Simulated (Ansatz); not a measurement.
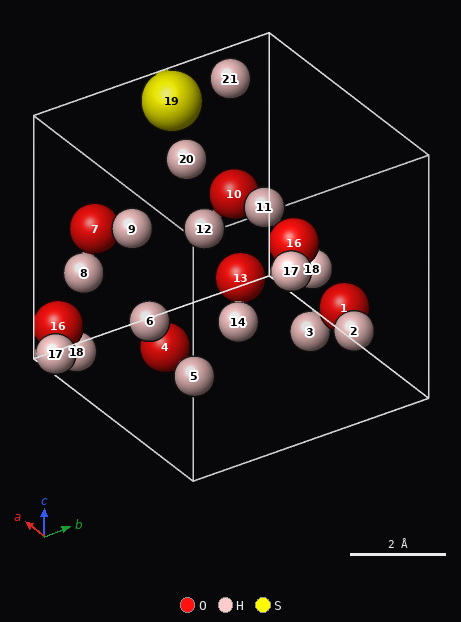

*The starting structure (spheres-only view of the cell of the calculation, seen at an oblique angle; atoms are numbered from 1 in the order of the input).*

Run report: H$_{14}$SO$_{6}$, geometry relaxation (part 1 of 3)

- system: H$_{14}$SO$_{6}$ (disordered cell, 21 atoms in the cell)
- method: DFT PBE, scalar-relativistic, plane waves, PAW, no spin polarisation (Ansatz 0.2.0)

The run did not end well. It belongs to a series of runs on one base structure; here: start relaxed. Figures and captions count atoms from 1; the log counts them from 0 in places.

## The input
```yaml
accuracy: low
crystal:
  lattice:
    - [6.0, 0.0, 0.0]
    - [0.0, 6.0, 0.0]
    - [0.0, 0.0, 6.0]
  atoms:
    - { symbol: O, position: [0.0882476, 0.7020612, 0.42978] }
    - { symbol: H, position: [0.1295762, 0.7710475, 0.2898098] }
    - { symbol: H, position: [0.072238, 0.5456916, 0.3930231] }
    - { symbol: O, position: [0.2673783, 0.0624079, 0.3949553] }
    - { symbol: H, position: [0.2165381, 0.1519154, 0.2706069] }
    - { symbol: H, position: [0.423244, 0.101582, 0.4101246] }
    - { symbol: O, position: [0.7394883, 0.0832071, 0.6380452] }
    - { symbol: H, position: [0.6848323, -0.0004681, 0.5112776] }
    - { symbol: H, position: [0.7315382, 0.2370136, 0.58968] }
    - { symbol: O, position: [0.3049939, 0.381289, 0.897679] }
    - { symbol: H, position: [0.3046905, 0.5090599, 0.7990212] }
    - { symbol: H, position: [0.3055435, 0.2546524, 0.7975705] }
    - { symbol: O, position: [0.5066397, 0.5445524, 0.3962507] }
    - { symbol: H, position: [0.473818, 0.5126285, 0.2414527] }
    - { symbol: H, position: [0.3886844, 0.4699535, 0.4773702] }
    - { symbol: O, position: [0.8833817, 0.0258382, 0.1859333] }
    - { symbol: H, position: [0.9351757, 0.0500228, 0.0349653] }
    - { symbol: H, position: [0.7255741, -0.003548, 0.1688434] }
    - { symbol: S, position: [0.8476015, 0.4833898, 0.9723119] }
    - { symbol: H, position: [0.6803778, 0.4327749, 0.8333435] }
    - { symbol: H, position: [0.7406424, 0.659809, 1.0575987] }
basis:
  ecutwfc: 420.0
kpoints:
  mp_grid: { grid: [1, 1, 1] }
hamiltonian:
  xc: pbe
scf:
  occupations: { method: fermi_dirac, width: 0.02 }
  lower_state_search: "off"
relax:
  f_tol: 0.3
  max_steps: 15
  adjacent_minimum: "off"
```

Run on 1 thread of Arm Neoverse V2, 24 GiB of memory available, shared host.

Command:
```bash
ansatz run input.yaml --threads 1 --pin off --max-ram 3072MiB --backend cpu --events-out ev --progress --plain --runs-dir out
```

## What the program printed
```
Engine: ansatz 0.2.0, aarch64-unknown-linux-gnu
Pseudopotentials: kind: paw
Pseudopotential: O, paw, valence charge 6, recommended cutoff 420 eV (normal), O.paw.azcp
Pseudopotential: H, paw, valence charge 1, recommended cutoff 420 eV (normal), H.paw.azcp
Pseudopotential: S, paw, valence charge 6, recommended cutoff 420 eV (normal), S.paw.azcp
Functional definition: PBE
  parameter kappa = 0.804
  parameter beta = 0.06672455060314922
  exchange = pbe_x(kappa = kappa, mu = beta*pi^2/3)
  correlation = pbe_c(beta = beta)
Crystal: 21 atoms, lattice volume = 216.000 Å³
Basis set: ecut = 420 eV, 4169 PW (Γ), exchange–correlation on 90×90×90 points (8 copies of the dense FFT grid, shifted against one another)
Bands: 49, of which v1, the nominal top of the filled ones, is band 28 counted from 1 (27 counted from 0)
Symmetry: 1 space group operations
Space group: P1 (ITA 1), of the structure as read, at distance tolerance 6.0e-5 Å
k-points: 1
Non-local potential: O, projectors of the file, l = 0: 2, l = 1: 2, l = 2: 1
Non-local potential: H, projectors of the file, l = 0: 2, l = 1: 1
Non-local potential: S, projectors of the file, l = 0: 2, l = 1: 2, l = 2: 2
PAW form: soft (Blöchl's): semilocal exchange-correlation on the pseudo side does not see the compensation charge
PAW one-centre angular grid: O, 110 points (default); XC on 64 Gauss nodes
PAW one-centre angular grid: H, 110 points (default); XC on 64 Gauss nodes
PAW one-centre angular grid: S, 110 points (default); XC on 64 Gauss nodes
Initial density: superposition of atomic densities (neutral atoms: chi_scale 0, normalization atom), corrected by the library's trained network
Initial wavefunctions: pseudopotential atomic-orbital guess
Functional: x = pbe(κ = 0.804, μ = 0.2195149727645171), c = pbe(β = 0.06672455060314922)
SCF iter   1: F=—  HF=-4528.241195 eV  |F-HF|=—  |Δ(HF+E_count)|=         —  Δρ=4.97e-3  dr2=4.59e-2  ethr=1.77e-3  ⟨swp⟩=6.0  Hψ=237  notcnv=0  defer=6
preconditioner: auto → Resta (q_TF=auto, 2.179 Å⁻¹)  ε∞=2.3  [insulator: Δε(μ)=2.759 eV  Ē_g=16.636 eV  σ=0.020 eV  W_gap=1.00  n_scr=32 (ndim 8)  ℏωp=18.9 eV  f_vac=0.186  D(μ)=0.00/eV (n_scr^D=0)  ε∞_Penn≈2.3]
SCF iter   2: F=—  HF=-4528.223579 eV  |F-HF|=—  |Δ(HF+E_count)|=   1.76e-2  Δρ=2.24e-3  dr2=6.24e-3  ethr=8.20e-5  ⟨swp⟩=2.0  Hψ=76  notcnv=0  defer=16
SCF iter   3: F=—  HF=-4528.222235 eV  |F-HF|=—  |Δ(HF+E_count)|=   1.34e-3  Δρ=8.98e-4  dr2=1.58e-3  ethr=1.11e-5  ⟨swp⟩=2.0  Hψ=59  notcnv=0  defer=16
SCF iter   4: F=—  HF=-4528.221726 eV  |F-HF|=—  |Δ(HF+E_count)|=   5.09e-4  Δρ=1.98e-4  dr2=8.10e-5  ethr=2.83e-6  ⟨swp⟩=2.0  Hψ=61  notcnv=0  defer=16
iter 5 did not close the SCF: its close was put off for the readings that it lacked (scf_convergence_deferred on its scf_iter line)
SCF iter   5: F=-4528.221731 eV  HF=-4528.221736 eV  |F-HF|=4.65e-6  |Δ(HF+E_count)|=   1.00e-5  Δρ=6.61e-5  dr2=8.78e-6  ethr=1.45e-7  ⟨swp⟩=2.0  Hψ=64  notcnv=0  defer=16
SCF iter   6: F=-4528.221732 eV  HF=-4528.221735 eV  |F-HF|=2.34e-6  |Δ(HF+E_count)|=   1.37e-6  Δρ=4.03e-5  dr2=2.77e-6  ethr=1.57e-8  ⟨swp⟩=3.0  Hψ=128  notcnv=0
SCF 1 converged in 6 iterations: F = -4528.221732 eV  dr2 = 2.77e-6
  greatest PAW one-centre occupation: 0.873 electrons in one spin orbital (limit 2), on the O atom at site 3 (counted from 0), in its partial waves of l = 0
relax step   1: F+E_penalty+E_count = -4528.22173234 eV  Δ(F+E_penalty+E_count) = +0.000e0 eV  max|allowed force component| = 1.115e0 eV/Å  Δτ_max = 0.0000 Å  (6 SCF iters, dr2 threshold 1.00e-4 eV, accepted)
Initial density: handed on by an earlier stage of this run
Initial wavefunctions: those handed on with the density
iter 1 solved again at ethr=1.24e-3 eV; its pass at ethr=3.10e-3 eV (dr2=6.94e-1 eV) is discarded
SCF iter   1: F=—  HF=-4529.190168 eV  |F-HF|=—  |Δ(HF+E_count)|=         —  Δρ=3.12e-2  dr2=6.94e-1  ethr=1.24e-3  ⟨swp⟩=1.0  Hψ=257  notcnv=0  defer=4
preconditioner: auto → Resta (q_TF=auto, 2.179 Å⁻¹)  ε∞=2.3  [insulator: Δε(μ)=2.872 eV  Ē_g=16.486 eV  σ=0.020 eV  W_gap=1.00  n_scr=32 (ndim 8)  ℏωp=18.9 eV  f_vac=0.185  D(μ)=0.00/eV (n_scr^D=0)  ε∞_Penn≈2.3]
SCF iter   2: F=—  HF=-4529.098370 eV  |F-HF|=—  |Δ(HF+E_count)|=   9.18e-2  Δρ=1.49e-2  dr2=1.39e-1  ethr=1.24e-3  ⟨swp⟩=3.0  Hψ=60  notcnv=0  defer=4
SCF iter   3: F=—  HF=-4529.100427 eV  |F-HF|=—  |Δ(HF+E_count)|=   2.06e-3  Δρ=3.98e-3  dr2=2.14e-2  ethr=2.48e-4  ⟨swp⟩=2.0  Hψ=77  notcnv=0  defer=17
SCF iter   4: F=—  HF=-4529.096445 eV  |F-HF|=—  |Δ(HF+E_count)|=   3.98e-3  Δρ=8.77e-4  dr2=1.12e-3  ethr=3.82e-5  ⟨swp⟩=2.0  Hψ=60  notcnv=0  defer=17
SCF iter   5: F=—  HF=-4529.096707 eV  |F-HF|=—  |Δ(HF+E_count)|=   2.62e-4  Δρ=2.17e-4  dr2=1.06e-4  ethr=2.00e-6  ⟨swp⟩=2.0  Hψ=60  notcnv=0  defer=17
SCF iter   6: F=—  HF=-4529.096736 eV  |F-HF|=—  |Δ(HF+E_count)|=   2.91e-5  Δρ=1.13e-4  dr2=2.17e-5  ethr=1.89e-7  ⟨swp⟩=2.0  Hψ=60  notcnv=0  defer=17
SCF iter   7: F=—  HF=-4529.096729 eV  |F-HF|=—  |Δ(HF+E_count)|=   7.63e-6  Δρ=3.40e-5  dr2=2.03e-6  ethr=3.87e-8  ⟨swp⟩=2.0  Hψ=59  notcnv=0  defer=17
SCF iter   8: F=-4529.096729 eV  HF=-4529.096729 eV  |F-HF|=2.76e-9  |Δ(HF+E_count)|=   2.41e-7  Δρ=6.58e-6  dr2=9.03e-8  ethr=1.79e-10  ⟨swp⟩=4.0  Hψ=166  notcnv=0
SCF 2 converged in 8 iterations: F = -4529.096729 eV  dr2 = 9.03e-8
  greatest PAW one-centre occupation: 0.870 electrons in one spin orbital (limit 2), on the O atom at site 3 (counted from 0), in its partial waves of l = 0
relax step   2: F+E_penalty+E_count = -4529.09672884 eV  Δ(F+E_penalty+E_count) = -8.750e-1 eV  max|allowed force component| = 2.177e0 eV/Å  Δτ_max = 0.1950 Å  (8 SCF iters, accepted)
iter 1 solved again at ethr=6.01e-4 eV; its pass at ethr=3.10e-3 eV (dr2=3.37e-1 eV) is discarded
SCF iter   1: F=—  HF=-4529.702886 eV  |F-HF|=—  |Δ(HF+E_count)|=         —  Δρ=2.25e-2  dr2=3.47e-1  ethr=6.01e-4  ⟨swp⟩=1.0  Hψ=210  notcnv=0  defer=17
preconditioner: auto → Resta (q_TF=auto, 2.179 Å⁻¹)  ε∞=2.3  [insulator: Δε(μ)=3.079 eV  Ē_g=16.553 eV  σ=0.020 eV  W_gap=1.00  n_scr=32 (ndim 8)  ℏωp=18.9 eV  f_vac=0.187  D(μ)=0.00/eV (n_scr^D=0)  ε∞_Penn≈2.3]
SCF iter   2: F=—  HF=-4529.679595 eV  |F-HF|=—  |Δ(HF+E_count)|=   2.33e-2  Δρ=1.11e-2  dr2=7.97e-2  ethr=6.01e-4  ⟨swp⟩=3.0  Hψ=59  notcnv=0  defer=17
SCF iter   3: F=—  HF=-4529.687033 eV  |F-HF|=—  |Δ(HF+E_count)|=   7.44e-3  Δρ=2.49e-3  dr2=9.73e-3  ethr=1.42e-4  ⟨swp⟩=2.0  Hψ=53  notcnv=0  defer=17
SCF iter   4: F=—  HF=-4529.685518 eV  |F-HF|=—  |Δ(HF+E_count)|=   1.52e-3  Δρ=6.38e-4  dr2=7.65e-4  ethr=1.74e-5  ⟨swp⟩=2.0  Hψ=76  notcnv=0  defer=17
SCF iter   5: F=—  HF=-4529.685694 eV  |F-HF|=—  |Δ(HF+E_count)|=   1.76e-4  Δρ=1.58e-4  dr2=6.40e-5  ethr=1.37e-6  ⟨swp⟩=2.0  Hψ=73  notcnv=0  defer=17
[...]
  greatest PAW one-centre occupation: 0.869 electrons in one spin orbital (limit 2), on the O atom at site 3 (counted from 0), in its partial waves of l = 0
relax step   3: F+E_penalty+E_count = -4529.68572983 eV  Δ(F+E_penalty+E_count) = -5.890e-1 eV  max|allowed force component| = 2.242e0 eV/Å  Δτ_max = 0.1966 Å  (6 SCF iters, dr2 threshold 1.00e-4 eV, accepted)
preconditioner: auto → Resta (q_TF=auto, 2.179 Å⁻¹)  ε∞=2.3  [insulator: Δε(μ)=3.287 eV  Ē_g=16.611 eV  σ=0.020 eV  W_gap=1.00  n_scr=32 (ndim 8)  ℏωp=18.9 eV  f_vac=0.191  D(μ)=0.00/eV (n_scr^D=0)  ε∞_Penn≈2.3]
  greatest PAW one-centre occupation: 0.867 electrons in one spin orbital (limit 2), on the O atom at site 3 (counted from 0), in its partial waves of l = 0
relax step   4: F+E_penalty+E_count = -4530.15931906 eV  Δ(F+E_penalty+E_count) = -4.736e-1 eV  max|allowed force component| = 1.965e0 eV/Å  Δτ_max = 0.1949 Å  (6 SCF iters, dr2 threshold 1.00e-4 eV, accepted)
preconditioner: auto → Resta (q_TF=auto, 2.179 Å⁻¹)  ε∞=2.3  [insulator: Δε(μ)=3.514 eV  Ē_g=16.733 eV  σ=0.020 eV  W_gap=1.00  n_scr=32 (ndim 8)  ℏωp=18.9 eV  f_vac=0.190  D(μ)=0.00/eV (n_scr^D=0)  ε∞_Penn≈2.3]
  greatest PAW one-centre occupation: 0.867 electrons in one spin orbital (limit 2), on the O atom at site 15 (counted from 0), in its partial waves of l = 0
relax step   5: F+E_penalty+E_count = -4530.50751972 eV  Δ(F+E_penalty+E_count) = -3.482e-1 eV  max|allowed force component| = 8.864e-1 eV/Å  Δτ_max = 0.1964 Å  (6 SCF iters, dr2 threshold 1.00e-4 eV, accepted)
preconditioner: auto → Resta (q_TF=auto, 2.179 Å⁻¹)  ε∞=2.3  [insulator: Δε(μ)=3.611 eV  Ē_g=16.698 eV  σ=0.020 eV  W_gap=1.00  n_scr=32 (ndim 8)  ℏωp=18.9 eV  f_vac=0.188  D(μ)=0.00/eV (n_scr^D=0)  ε∞_Penn≈2.3]
relax step   6: F+E_penalty+E_count = -4530.71128651 eV  Δ(F+E_penalty+E_count) = -2.038e-1 eV  max|allowed force component| = 7.031e-1 eV/Å  Δτ_max = 0.1951 Å  (6 SCF iters, dr2 threshold 1.00e-4 eV, accepted)
preconditioner: auto → Resta (q_TF=auto, 2.179 Å⁻¹)  ε∞=2.3  [insulator: Δε(μ)=3.753 eV  Ē_g=16.752 eV  σ=0.020 eV  W_gap=1.00  n_scr=32 (ndim 8)  ℏωp=18.9 eV  f_vac=0.195  D(μ)=0.00/eV (n_scr^D=0)  ε∞_Penn≈2.3]
relax step   7: F+E_penalty+E_count = -4530.89909545 eV  Δ(F+E_penalty+E_count) = -1.878e-1 eV  max|allowed force component| = 5.873e-1 eV/Å  Δτ_max = 0.2000 Å  (6 SCF iters, dr2 threshold 1.00e-4 eV, accepted)
preconditioner: auto → Resta (q_TF=auto, 2.179 Å⁻¹)  ε∞=2.3  [insulator: Δε(μ)=3.925 eV  Ē_g=16.754 eV  σ=0.020 eV  W_gap=1.00  n_scr=32 (ndim 8)  ℏωp=18.9 eV  f_vac=0.193  D(μ)=0.00/eV (n_scr^D=0)  ε∞_Penn≈2.3]
relax step   8: F+E_penalty+E_count = -4531.07596194 eV  Δ(F+E_penalty+E_count) = -1.769e-1 eV  max|allowed force component| = 8.272e-1 eV/Å  Δτ_max = 0.1950 Å  (6 SCF iters, dr2 threshold 1.00e-4 eV, accepted)
preconditioner: auto → Resta (q_TF=auto, 2.179 Å⁻¹)  ε∞=2.3  [insulator: Δε(μ)=4.104 eV  Ē_g=16.734 eV  σ=0.020 eV  W_gap=1.00  n_scr=32 (ndim 8)  ℏωp=18.9 eV  f_vac=0.203  D(μ)=0.00/eV (n_scr^D=0)  ε∞_Penn≈2.3]
  greatest PAW one-centre occupation: 0.866 electrons in one spin orbital (limit 2), on the O atom at site 15 (counted from 0), in its partial waves of l = 0
relax step   9: F+E_penalty+E_count = -4531.21425863 eV  Δ(F+E_penalty+E_count) = -1.383e-1 eV  max|allowed force component| = 1.309e0 eV/Å  Δτ_max = 0.1952 Å  (6 SCF iters, dr2 threshold 1.00e-4 eV, accepted)
preconditioner: auto → Resta (q_TF=auto, 2.179 Å⁻¹)  ε∞=2.3  [insulator: Δε(μ)=4.299 eV  Ē_g=16.824 eV  σ=0.020 eV  W_gap=1.00  n_scr=32 (ndim 8)  ℏωp=18.9 eV  f_vac=0.207  D(μ)=0.00/eV (n_scr^D=0)  ε∞_Penn≈2.3]
  greatest PAW one-centre occupation: 0.865 electrons in one spin orbital (limit 2), on the O atom at site 15 (counted from 0), in its partial waves of l = 0
relax step  10: F+E_penalty+E_count = -4531.36625068 eV  Δ(F+E_penalty+E_count) = -1.520e-1 eV  max|allowed force component| = 1.051e0 eV/Å  Δτ_max = 0.2000 Å  (6 SCF iters, dr2 threshold 1.00e-4 eV, accepted)
preconditioner: auto → Resta (q_TF=auto, 2.179 Å⁻¹)  ε∞=2.2  [insulator: Δε(μ)=4.434 eV  Ē_g=16.975 eV  σ=0.020 eV  W_gap=1.00  n_scr=32 (ndim 8)  ℏωp=18.9 eV  f_vac=0.219  D(μ)=0.00/eV (n_scr^D=0)  ε∞_Penn≈2.2]
  greatest PAW one-centre occupation: 0.865 electrons in one spin orbital (limit 2), on the O atom at site 9 (counted from 0), in its partial waves of l = 0
relax step  11: F+E_penalty+E_count = -4531.53359987 eV  Δ(F+E_penalty+E_count) = -1.673e-1 eV  max|allowed force component| = 6.130e-1 eV/Å  Δτ_max = 0.1932 Å  (6 SCF iters, dr2 threshold 1.00e-4 eV, accepted)
preconditioner: auto → Resta (q_TF=auto, 2.179 Å⁻¹)  ε∞=2.2  [insulator: Δε(μ)=4.539 eV  Ē_g=17.059 eV  σ=0.020 eV  W_gap=1.00  n_scr=32 (ndim 8)  ℏωp=18.9 eV  f_vac=0.224  D(μ)=0.00/eV (n_scr^D=0)  ε∞_Penn≈2.2]
relax step  12: F+E_penalty+E_count = -4531.62357132 eV  Δ(F+E_penalty+E_count) = -8.997e-2 eV  max|allowed force component| = 3.078e-1 eV/Å  Δτ_max = 0.2000 Å  (6 SCF iters, dr2 threshold 1.00e-4 eV, accepted)
preconditioner: auto → Resta (q_TF=auto, 2.179 Å⁻¹)  ε∞=2.2  [insulator: Δε(μ)=4.525 eV  Ē_g=17.059 eV  σ=0.020 eV  W_gap=1.00  n_scr=32 (ndim 8)  ℏωp=18.9 eV  f_vac=0.228  D(μ)=0.00/eV (n_scr^D=0)  ε∞_Penn≈2.2]
  greatest PAW one-centre occupation: 0.864 electrons in one spin orbital (limit 2), on the O atom at site 6 (counted from 0), in its partial waves of l = 0
relax step  13: F+E_penalty+E_count = -4531.72442016 eV  Δ(F+E_penalty+E_count) = -1.008e-1 eV  max|allowed force component| = 7.868e-1 eV/Å  Δτ_max = 0.1914 Å  (8 SCF iters, accepted)
preconditioner: auto → Resta (q_TF=auto, 2.179 Å⁻¹)  ε∞=2.2  [insulator: Δε(μ)=4.529 eV  Ē_g=17.051 eV  σ=0.020 eV  W_gap=1.00  n_scr=32 (ndim 8)  ℏωp=18.9 eV  f_vac=0.230  D(μ)=0.00/eV (n_scr^D=0)  ε∞_Penn≈2.2]
[...]
relax step  14: F+E_penalty+E_count = -4531.82162799 eV  Δ(F+E_penalty+E_count) = -9.721e-2 eV  max|allowed force component| = 1.619e0 eV/Å  Δτ_max = 0.1940 Å  (6 SCF iters, dr2 threshold 1.00e-4 eV, accepted)
iter 1 solved again at ethr=8.20e-4 eV; its pass at ethr=3.10e-3 eV (dr2=4.59e-1 eV) is discarded
```
